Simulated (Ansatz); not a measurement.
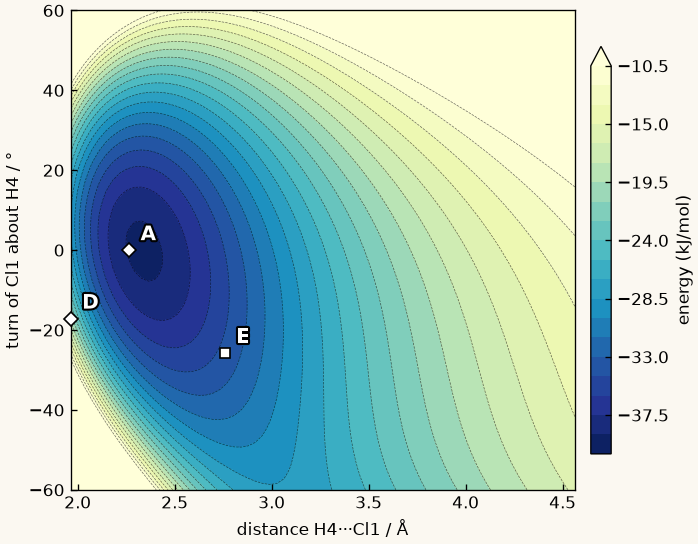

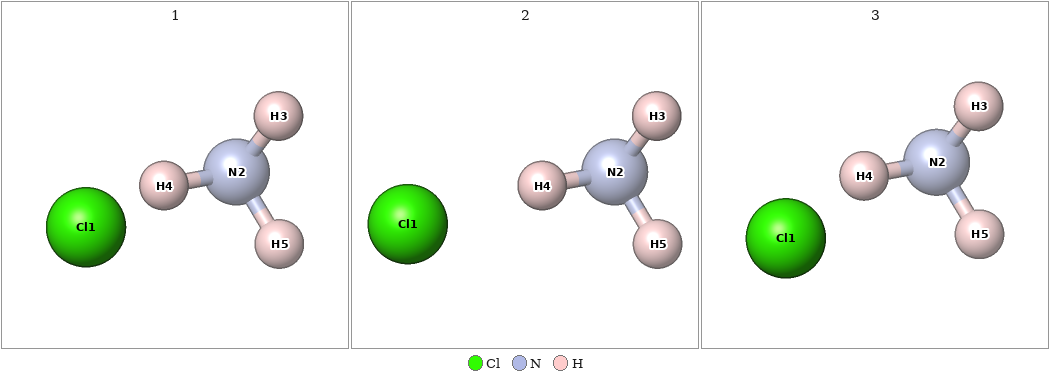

The pair Cl···H₃N, charge −1. 
- The turn is about an axis along (−0.90, −0.42, −0.05) in the frame of the relaxed pair, normal to the line between the partners.
- The first coordinate is: distance H4···Cl1; the second: turn of Cl1 about H4.
- The scan uses a 15 × 15 grid.
- Points are written as (first, second).
- Energies are in kJ/mol, from the ion and the molecule far apart, frozen as in the relaxed pair, each in its own basis (no counterpoise correction).
- Method: RKS PBE0-D4/def2-TZVPD (Ansatz 0.2.0).

In the figure: filled contours, one colour for all values above the top of the scale, lettered points. Between grid points the surface is interpolated. The numbered pictures are the structures at these points, in random order.

**Which structure belongs to which point?**

A is structure 2: (2.264 Å, 0.0°), −39.1 kJ/mol; D is structure 1: (1.963 Å, −17.1°), −20.0 kJ/mol; E is structure 3: (2.757 Å, −25.7°), −34.1 kJ/mol.
